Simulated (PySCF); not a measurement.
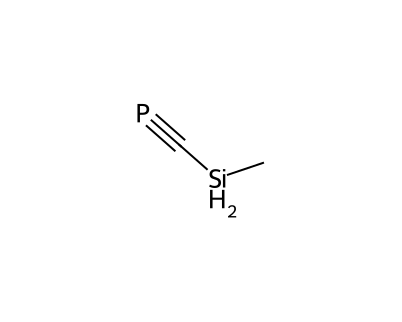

Skeletal drawing of a molecule.

**Transcribe the drawing into SMILES.**

C[SiH2]C#P

**Give the formula, hydrogens included.**

C2H5PSi.

**An optimisation with GFN2-xTB gave a structure of which point group?**

Cs.

More results for the same structure follow; atom numbers are the same in all pictures, views and colours differ. The geometry was computed by an optimisation with GFN2-xTB. No frequency run is at hand to confirm it as a minimum.

Geometry

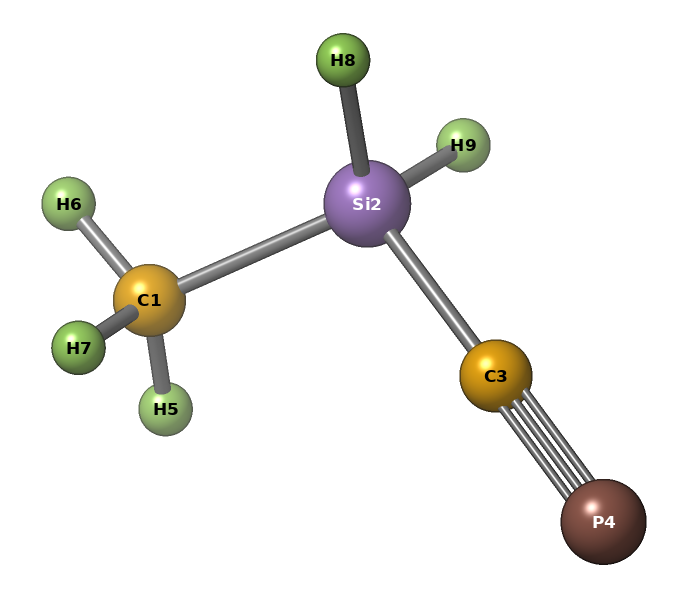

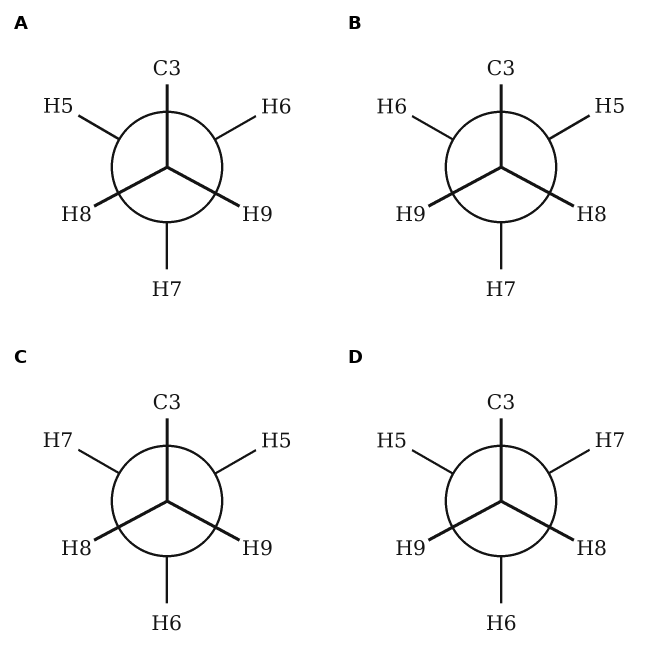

Depth is shown by fading: the farther an atom, the more it takes the colour of the background. Bonds that would overlap in a projection are set slightly apart. No frequency run is at hand to confirm it as a minimum.

**Which Newman projection shows the view along Si2–C1, with Si2 in front?**

D. The torsion angle C3–Si2–C1–H5 is −60°, synclinal (gauche).

Dipole moment

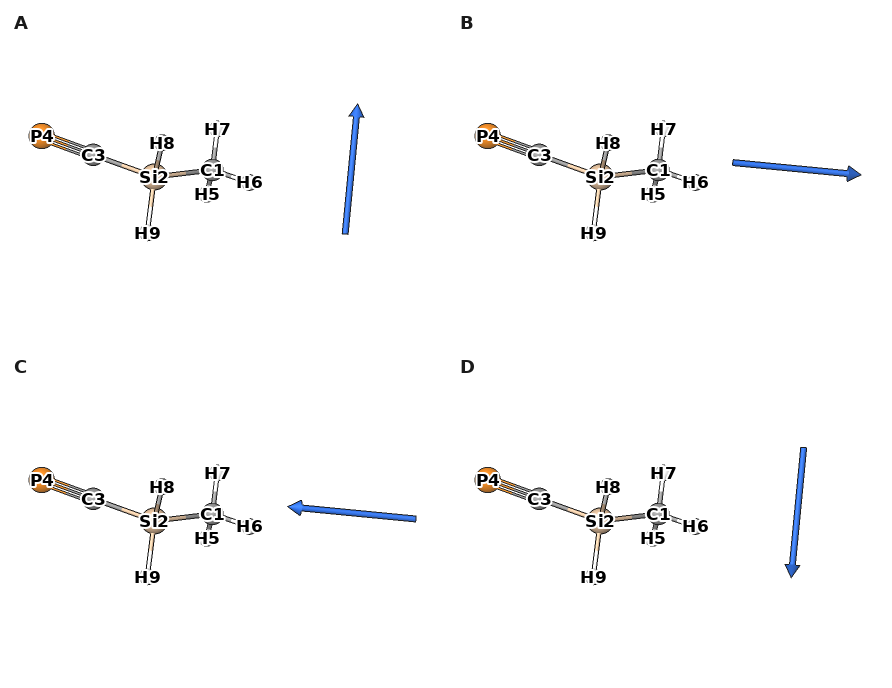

The same molecule four times, each with an arrow. No frequency run is at hand to confirm it as a minimum. Level of theory: B3LYP/def2-SVPD, gas phase (PySCF 2.14.0).

**Which arrow points along the dipole moment, from the negative to the positive end?**

B. The dipole moment is 0.83 D; it points from the side of P4 to the side of H6 (the outermost atoms at the two ends).

Excitation

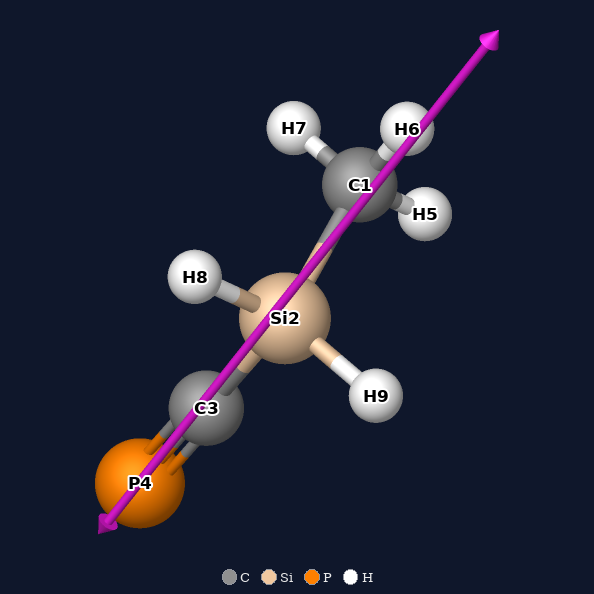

The double arrow shows the direction of the transition dipole to excited singlet state 6 (its length means nothing). No frequency run is at hand to confirm it as a minimum. Level of theory: TDDFT B3LYP/def2-SVPD, vertical, gas phase, core orbitals frozen in the response (PySCF 2.14.0).

**How is the transition polarised?**

Close to the long direction C1···P4.

**Where does the transition lie, and how strong is it?**

6.58 eV (188 nm), oscillator strength 0.53, of mixed character, with the largest part HOMO−3 → LUMO (weight 0.49); transition dipole 4.59 D.

Core levels

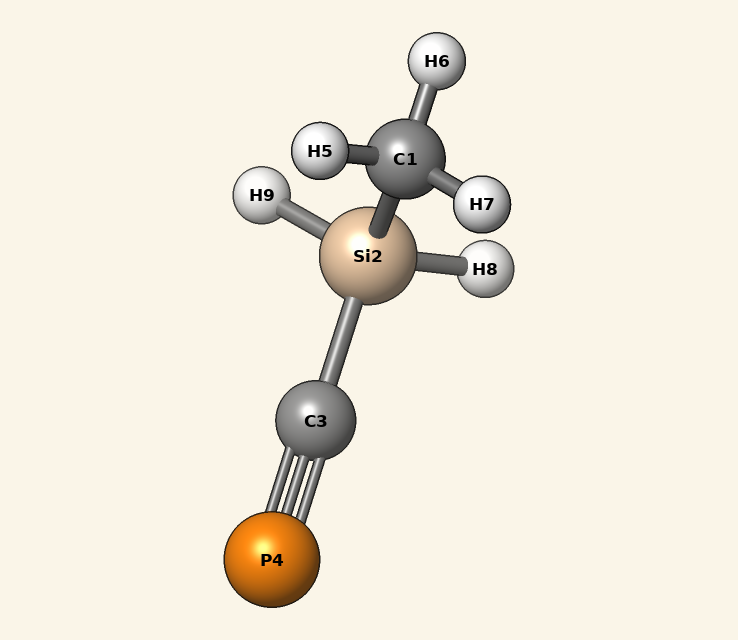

No frequency run is at hand to confirm it as a minimum. Method: delta-SCF UKS SCAN, pcX-2 on the ionised atom, pcseg-1 elsewhere, spin-free X2C (PySCF 2.14.0).

Give the core-electron binding energies (to vacuum; p and d levels without spin–orbit splitting) of C1 1s, Si2 1s, Si2 2p, C3 1s, P4 1s, P4 2p.

| atom | level | binding energy (eV) |
| --- | --- | --- |
| C1 | 1s | 290.2 |
| Si2 | 1s | 1846.6 |
| Si2 | 2p | 107.0 |
| C3 | 1s | 290.2 |
| P4 | 1s | 2149.9 |
| P4 | 2p | 136.8 |

Polarisability

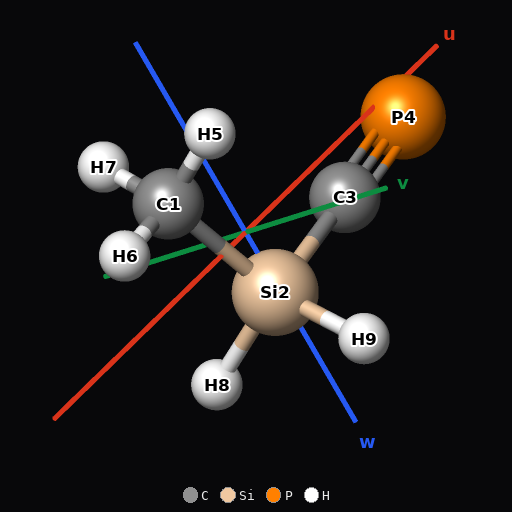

The lines u, v and w are the principal axes of the static dipole polarisability. No frequency run is at hand to confirm it as a minimum. Level of theory: B3LYP/def2-SVPD (PySCF 2.14.0).

**Along which axis is the molecule most polarisable, and along which least?**

Most along u (nearly parallel to the Si2–C3 bond), least along v.

**Give the three principal values.**

u 106.2, v 59.3, w 65.7 bohr³; mean 77.1, anisotropy 44.1 bohr³.

The geometry is semi-empirical. Around P, Si such bond lengths and angles can be off by a tenth of an ångström or more and by several degrees, and values that hang on the shape move with them.
